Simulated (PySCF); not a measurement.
# BHLYP/6-31G(d) (spherical functions) run of C2H6GeO2 (SMILES CC(=O)[O][GeH3])

What is the vertical singlet–triplet gap of C2H6GeO2 at BHLYP/6-31G* (spherical functions)? Input form: a Python script.

Program for the calculation: PySCF 2.14.0.

### 1 The system as given

The species is C2H6GeO2 (11 atoms), meant as a singlet with charge 0. As SMILES, `CC(=O)[O][GeH3]`. The shape is that of a PBE0-D4/def2-TZVP optimisation. This is one conformer, not always the lowest.

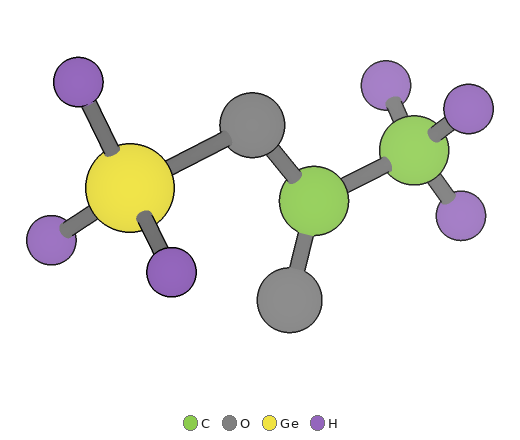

Viewed from a chosen angle; carbon green, oxygen grey, germanium yellow, hydrogen purple.

### 2 A single-point energy at BHLYP/6-31G(d) (spherical functions)

Input file start.xyz:

```xyz
11
C2H6GeO2
C     -0.090500    -1.581400     1.218900
C     -0.290500    -0.567800     0.135400
O     -1.119200    -0.650000    -0.741100
O      0.544500     0.461500     0.221700
Ge     0.290200     1.698200    -1.108100
H     -0.791500    -2.402600     1.093700
H      0.935500    -1.952900     1.189100
H     -0.234400    -1.109000     2.192400
H     -1.116600     2.283800    -0.984700
H      1.370900     2.720600    -0.735600
H      0.566700     1.042700    -2.461200
```

Input file calc.py:

```python
from pyscf import gto, dft

molecule = gto.Mole()
molecule.atom = 'start.xyz'
molecule.verbose = 3
molecule.basis = '6-31g*'
molecule.spin = 0
molecule.charge = 0
molecule.max_memory = 1860
molecule.build()

myscf = dft.RKS(molecule, xc='bhandhlyp')
myscf.conv_tol = 1e-10
myscf.grids.level = 5
myscf.kernel()
if not myscf.converged:
    myscf = myscf.newton().run(myscf.mo_coeff, myscf.mo_occ)

etot = myscf.e_tot
print('Final energy', etot)
```

Command:

```sh
$ OMP_NUM_THREADS=1 python calc.py
```

Standard output:

```text
converged SCF energy = -2306.86171728762
Final energy -2306.861717287617
```

It took 35 s on 1 thread of Arm Neoverse V1, shared host; peak memory 0.53 GiB.

### 3 The triplet, same level

Input file job.py:

```python
from pyscf import gto, dft

mol = gto.M(
    atom='''
C     -0.171020    -2.988413     2.303387
C     -0.548965    -1.072986     0.255869
O     -2.114981    -1.228322    -1.400476
O      1.028956     0.872109     0.418952
Ge     0.548399     3.209133    -2.094006
H     -1.495718    -4.540256     2.066793
H      1.767839    -3.690446     2.247073
H     -0.442952    -2.095706     4.143036
H     -2.110068     4.315757    -1.860813
H      2.590626     5.141189    -1.390083
H      1.070908     1.970417    -4.650994
''',
    spin=2,
    unit='bohr',
    verbose=3,
    max_memory=1860,
    basis='6-31g*',
)

myscf = dft.UKS(mol)
myscf.xc = 'bhandhlyp'
myscf.grids.level = 5
myscf.conv_tol = 1e-10
myscf.kernel()
if not myscf.converged:
    myscf = myscf.newton().run(myscf.mo_coeff, myscf.mo_occ)

e_tot = myscf.e_tot
print(f'total energy: {e_tot:.8f} hartree')
```

Command:

```sh
$ OMP_NUM_THREADS=1 python job.py
```

Standard output:

```text
WARN: HOMO -0.0294177677854224 >= LUMO -0.369315820513816

WARN: HOMO -0.0392812760087518 >= LUMO -0.0670419767690178

WARN: HOMO -0.060131974902486 >= LUMO -0.263696760443249

WARN: HOMO -0.0860215212522752 >= LUMO -0.151102911232542

WARN: HOMO -0.111069466176986 >= LUMO -0.143904365500906

converged SCF energy = -2306.66685701717  <S^2> = 2.0088599  2S+1 = 3.0059008
total energy: -2306.66685702 hartree
```

Wall time 96 s (1 thread of Arm Neoverse V1, shared host); peak memory 0.56 GiB.

### 4 Summary of results

At BHLYP/6-31G* (spherical functions):

| quantity | value |
| --- | --- |
| singlet: total energy | -2306.86172 Eh |
| singlet: dipole moment | 1.46 D |
| singlet: HOMO energy | -9.35 eV |
| singlet: LUMO energy | 1.06 eV |
| singlet: HOMO–LUMO gap | 10.41 eV |
| triplet: total energy | -2306.66686 Eh |
| triplet: dipole moment | 0.94 D |
| triplet: HOMO energy (highest over α and β) | -3.66 eV |
| triplet: LUMO energy (lowest over α and β) | -3.19 eV |
| triplet: ⟨S²⟩ | 2.009 |
| vertical energy of the triplet above the singlet | 5.302 eV |

**Reading.** At this shape the triplet lies 5.30 eV (512 kJ/mol) above the singlet. Mulliken charges (triplet) run from -0.60 on O4 to +0.47 on C2; they depend strongly on the basis.
